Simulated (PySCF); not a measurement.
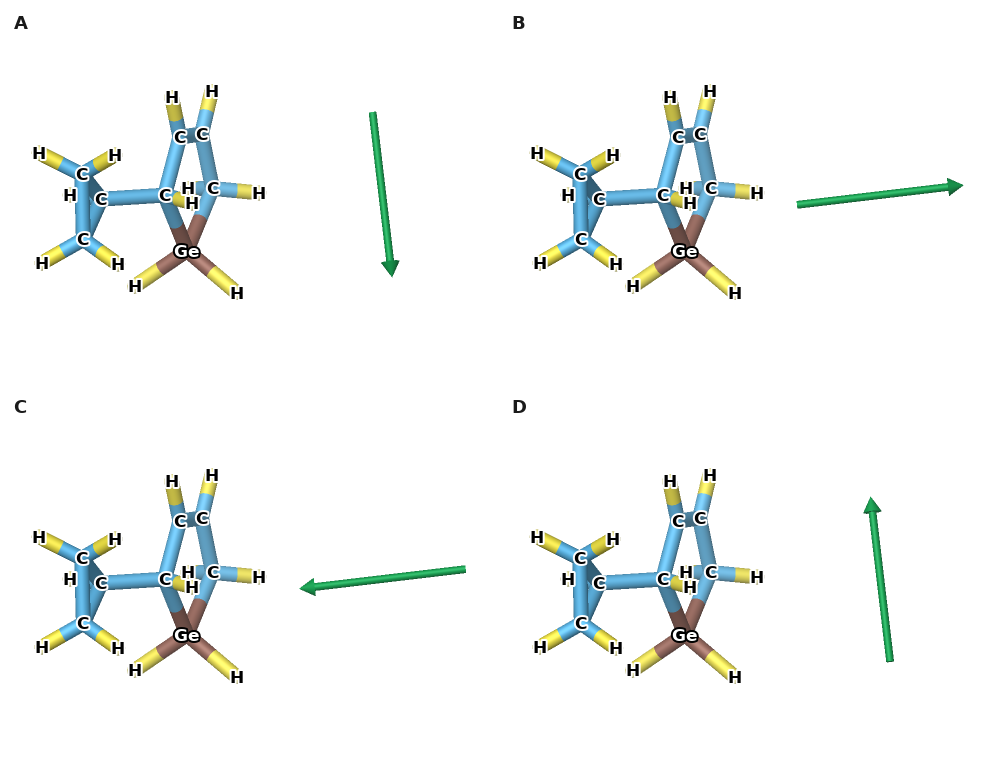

The same molecule four times, each with an arrow. The computed structure is the end point of a PBE0-D3(BJ)/def2-SVP optimisation. No frequency run is at hand to confirm it as a minimum. Method: CAM-B3LYP/def2-SVPD, gas phase (PySCF 2.14.0).

**Which arrow points along the dipole moment, from the negative to the positive end?**

D. The dipole moment is 0.27 D.
